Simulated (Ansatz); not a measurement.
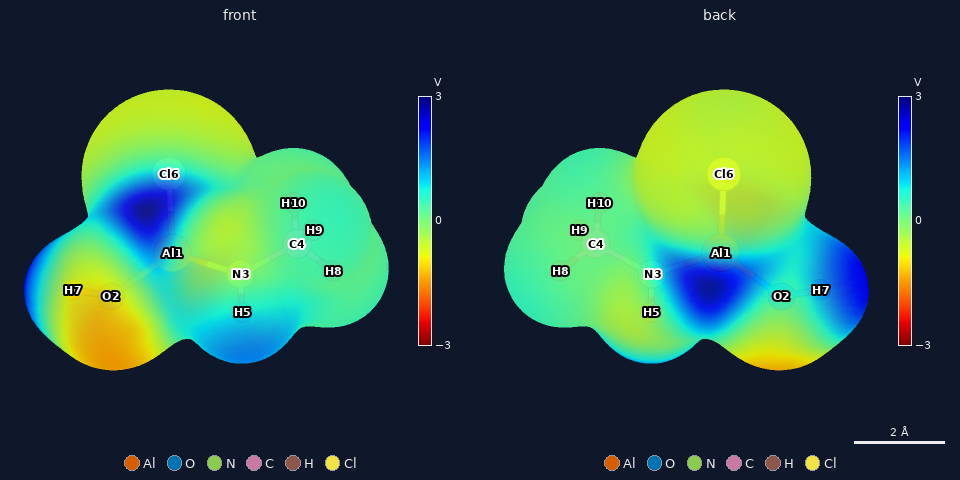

Figure. CH5AlClNO. The electrostatic potential painted on the density surface at 0.002 e/bohr³, seen from the front and from behind; the colour scale runs from red (negative) to blue (positive).

Theory: RKS PBE0-D4/def2-SVP (Ansatz 0.2.0).

The calculation's input:

```
crystal:
  periodic: [false, false, false]
  atoms:
    - { symbol: Al, position_ang: [-1.522087, -0.501908, 0.577309] }
    - { symbol: O, position_ang: [0.189133, -1.836635, -1.716762] }
    - { symbol: "N", position_ang: [-0.148579, 0.37697, 0.472651] }
    - { symbol: C, position_ang: [0.851931, 1.303303, 0.853771] }
    - { symbol: H, position_ang: [0.526284, -1.095967, -1.184552] }
    - { symbol: Cl, position_ang: [-3.301705, -1.563546, 0.668146] }
    - { symbol: H, position_ang: [-0.083642, -1.409837, -2.537401] }
    - { symbol: H, position_ang: [1.304042, 1.792521, -0.033246] }
    - { symbol: H, position_ang: [1.688241, 0.813209, 1.391222] }
    - { symbol: H, position_ang: [0.496381, 2.121889, 1.508862] }
basis:
  gaussian: { orbitals: def2-SVP }
hamiltonian:
  xc: pbe0
  dispersion: d4
relax:
  f_tol: 0.03
  max_steps: 50
output:
  orbitals: {}
```

Run with:

```sh
ansatz run input.yaml --threads 2 --pin off --max-ram 3072MiB --backend cpu --events-out ev --progress --plain --runs-dir out
```

The fields are those of the run's last geometry, not of the input's.

Question: Where is the surface potential most negative and most positive?

Answer: The most negative region (about −1.4 V, or −32 kcal/mol for a unit charge) lies over O2, the most positive (about +2.7 V, or +62 kcal/mol for a unit charge) over Al1. O2 is the likeliest acceptor of a hydrogen bond.
